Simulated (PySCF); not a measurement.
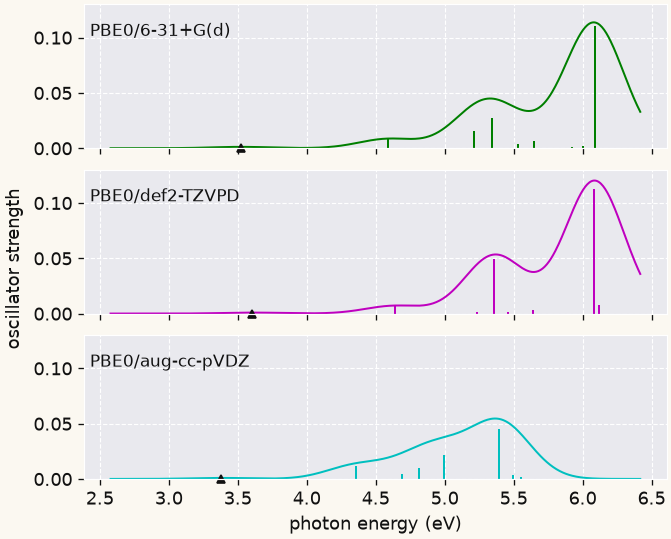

Vertical TDDFT spectra of C₂H₁₁AlN₂, SMILES C[N](C)[AlH2-][NH3+], singlet at one geometry and several levels (PySCF, at a PBE0-D3(BJ)/def2-SVP geometry (no frequency check)); sticks with Gaussians of 1/e half-width 0.30 eV, the triangle marks S1, which has the same leading orbital pair at all these levels. Only the lowest states were computed, so the high end is incomplete. States within 0.01 eV of each other are merged, with their strengths summed. The highest state may be half of a pair whose partner wasn't computed.

> Order the levels by their S1 energy.

From lowest to highest: PBE0/aug-cc-pVDZ 3.38 eV, PBE0/6-31+G(d) 3.53 eV, PBE0/def2-TZVPD 3.60 eV; a spread of 0.23 eV.

Caveats, for all or some of the runs: core orbitals are frozen in the response; one conformer of a flexible molecule; states above the negative HOMO energy depend on the basis.
